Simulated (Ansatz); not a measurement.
The starting structures come from a database of crystals and need not be the phases stable at ambient conditions.

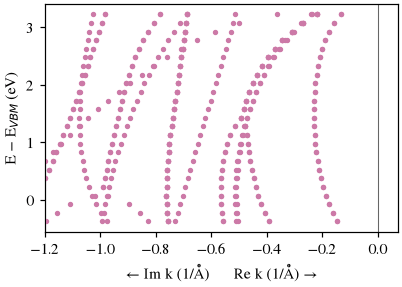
Fig. 1. Complex bands at the centre of the two-dimensional zone; r2SCAN (Ansatz, a quantum-chemistry and plane-wave program)

The gap is the functional's own, uncorrected, and κ follows it; spin-orbit coupling is left out. Mid-gap values are interpolated between the computed energies.

Q: This is Ba₂TaBiO₆ (Fm-3m, not sure to be the ambient phase, 10 atoms a cell, 16.4 Å³ an atom, -4 GPa at this level) along the normal of (001). Read off the slowest decay at the centre of the two-dimensional zone at 1.57 eV, the computed energy nearest the middle of the gap.

A: κ ≈ 0.23 1/Å, a decay length 1/(2κ) of the density of 2.2 Å.
